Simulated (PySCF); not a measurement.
H₇Cl₃Si₄, SMILES [SiH2]([SiH2][SiH3])[Si](Cl)(Cl)Cl at its GFN2-xTB optimised geometry (Å):

```
14

Si     2.0768    -0.8875     0.0000
Si    -0.2455    -0.8875     0.0000
Si    -1.2250     1.2295     0.0000
Si    -0.9839     2.3019     2.0467
Cl    -1.1699     4.3206     2.0589
Cl    -2.2963     1.5980     3.4354
Cl     0.8799     1.8971     2.7926
H      2.6535    -2.0971    -0.5934
H      2.6259    -0.7804     1.3511
H      2.5923     0.2463    -0.7731
H     -0.7658    -1.6369     1.1561
H     -0.7669    -1.6386    -1.1545
H     -0.5967     2.0971    -1.0098
H     -2.6535     1.2772    -0.3452
```

Method: CAM-B3LYP/def2-TZVP run with PySCF.

Map of the electrostatic potential (hartree/e), clipped to [-0.08, 0.12] on the plane z = 0.6 Å:

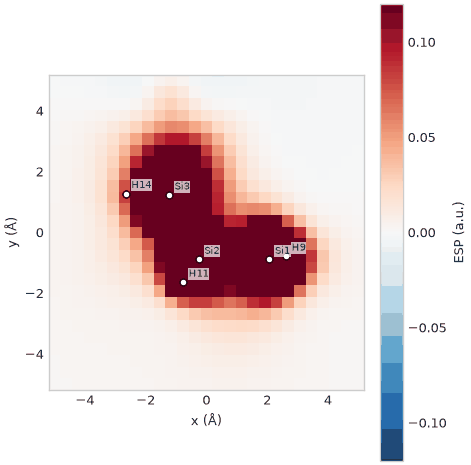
*Electrostatic potential (hartree/e), clipped to [-0.08, 0.12] on the plane z = 0.6 Å.*
